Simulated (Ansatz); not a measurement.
Input file:

```
crystal:
  periodic: [false, false, false]
  atoms:
    - {symbol: C, position_ang: [15.674466, -0.313106, -1.554824]}
    - {symbol: O, position_ang: [14.952755, 0.101355, -0.410015]}
    - {symbol: C, position_ang: [13.594142, 0.084486, -0.460125]}
    - {symbol: C, position_ang: [12.836622, -0.325452, -1.576801]}
    - {symbol: C, position_ang: [11.436753, -0.299787, -1.514642]}
    - {symbol: C, position_ang: [10.747535, 0.123691, -0.358137]}
    - {symbol: C, position_ang: [9.269441, 0.139994, -0.304714]}
    - {symbol: C, position_ang: [8.575521, -0.103119, 0.905615]}
    - {symbol: C, position_ang: [7.181909, -0.094594, 0.961831]}
    - {symbol: C, position_ang: [6.409841, 0.160516, -0.202270]}
    - {symbol: C, position_ang: [4.990440, 0.165700, -0.151761]}
    - {symbol: C, position_ang: [3.757250, 0.166278, -0.106680]}
    - {symbol: C, position_ang: [2.339164, 0.161496, -0.053233]}
    - {symbol: C, position_ang: [1.563878, 0.498355, -1.196552]}
    - {symbol: C, position_ang: [0.172544, 0.489809, -1.144224]}
    - {symbol: C, position_ang: [-0.509846, 0.141838, 0.053512]}
    - {symbol: C, position_ang: [-1.927723, 0.126463, 0.105968]}
    - {symbol: C, position_ang: [-3.161006, 0.108471, 0.152375]}
    - {symbol: C, position_ang: [-4.578506, 0.082721, 0.206379]}
    - {symbol: C, position_ang: [-5.359135, 0.492275, -0.909312]}
    - {symbol: C, position_ang: [-6.750077, 0.463214, -0.856851]}
    - {symbol: C, position_ang: [-7.426546, 0.021825, 0.313249]}
    - {symbol: C, position_ang: [-8.844251, -0.013047, 0.365233]}
    - {symbol: C, position_ang: [-10.077005, -0.046647, 0.409878]}
    - {symbol: C, position_ang: [-11.494920, -0.089008, 0.461661]}
    - {symbol: C, position_ang: [-12.169774, -0.591170, 1.607224]}
    - {symbol: C, position_ang: [-13.560889, -0.637262, 1.662834]}
    - {symbol: C, position_ang: [-14.344689, -0.180292, 0.572013]}
    - {symbol: C, position_ang: [-15.804709, -0.198557, 0.560385]}
    - {symbol: F, position_ang: [-16.396294, 0.286033, -0.557428]}
    - {symbol: C, position_ang: [-16.662253, -0.637434, 1.518472]}
    - {symbol: F, position_ang: [-17.975864, -0.601727, 1.389786]}
    - {symbol: F, position_ang: [-16.289954, -1.148878, 2.684081]}
    - {symbol: C, position_ang: [-13.674801, 0.323005, -0.571354]}
    - {symbol: C, position_ang: [-12.282932, 0.367992, -0.626955]}
    - {symbol: C, position_ang: [-6.646174, -0.385514, 1.429708]}
    - {symbol: C, position_ang: [-5.255245, -0.354661, 1.377959]}
    - {symbol: C, position_ang: [0.265048, -0.192210, 1.197785]}
    - {symbol: C, position_ang: [1.656287, -0.181341, 1.145918]}
    - {symbol: C, position_ang: [7.100188, 0.407974, -1.418235]}
    - {symbol: C, position_ang: [8.494190, 0.396863, -1.461733]}
    - {symbol: C, position_ang: [11.530552, 0.529301, 0.751755]}
    - {symbol: C, position_ang: [12.923143, 0.514153, 0.706212]}
    - {symbol: H, position_ang: [16.746420, -0.215717, -1.301496]}
    - {symbol: H, position_ang: [15.452743, 0.325601, -2.439569]}
    - {symbol: H, position_ang: [15.460911, -1.373451, -1.819333]}
    - {symbol: H, position_ang: [13.325994, -0.677563, -2.494740]}
    - {symbol: H, position_ang: [10.865348, -0.651104, -2.387084]}
    - {symbol: H, position_ang: [9.145550, -0.333330, 1.818177]}
    - {symbol: H, position_ang: [6.665025, -0.297706, 1.911024]}
    - {symbol: H, position_ang: [2.080201, 0.766540, -2.129558]}
    - {symbol: H, position_ang: [-0.415707, 0.750975, -2.035762]}
    - {symbol: H, position_ang: [-4.847411, 0.833945, -1.820614]}
    - {symbol: H, position_ang: [-7.342658, 0.781607, -1.726670]}
    - {symbol: H, position_ang: [-11.576973, -0.949305, 2.461261]}
    - {symbol: H, position_ang: [-14.044047, -1.033132, 2.564932]}
    - {symbol: H, position_ang: [-14.267129, 0.681432, -1.424091]}
    - {symbol: H, position_ang: [-11.781010, 0.761343, -1.522811]}
    - {symbol: H, position_ang: [-7.157904, -0.728425, 2.340552]}
    - {symbol: H, position_ang: [-4.662491, -0.673070, 2.247622]}
    - {symbol: H, position_ang: [-0.251216, -0.462011, 2.130395]}
    - {symbol: H, position_ang: [2.244678, -0.442540, 2.037306]}
    - {symbol: H, position_ang: [6.519579, 0.619226, -2.328022]}
    - {symbol: H, position_ang: [9.001054, 0.620357, -2.412441]}
    - {symbol: H, position_ang: [11.032369, 0.893590, 1.662797]}
    - {symbol: H, position_ang: [13.527579, 0.842734, 1.564113]}
basis:
  gaussian: {orbitals: def2-SVP, fitting: {mean_field: def2-universal-jkfit}, initial_orbitals: start.molden}
hamiltonian: {xc: pbe0, dispersion: d4}
scf: {omitted_lower_state_checks: [starts]}
output: {orbitals: {seedname: orbitals}}
```

Launched as:

```sh
ansatz run in.yaml --threads 2 --pin off --events-out ev --progress --plain --max-ram 32768MiB --backend cuda --devices 0, --max-vram 18GiB
```

Geometry: PBE-D4/def2-SVP.

These are results of RKS PBE0-D4/def2-SVP in Ansatz, not measurements.

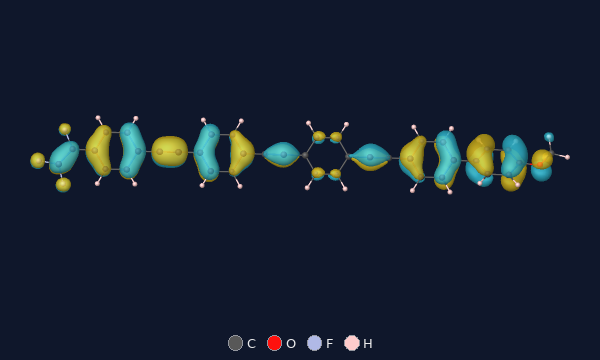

C$_{39}$H$_{23}$F$_{3}$O. The HOMO−1 at ±0.05 Å⁻³ᐟ² (yellow and cyan are the two phases), seen at a tilt.

Question: Where does this orbital lie, and at what energy?

Answer: No atom holds more than about 10 % of it (Hirshfeld); by element the shares are C 90 % and O 5 %. Its energy is −6.11 eV.
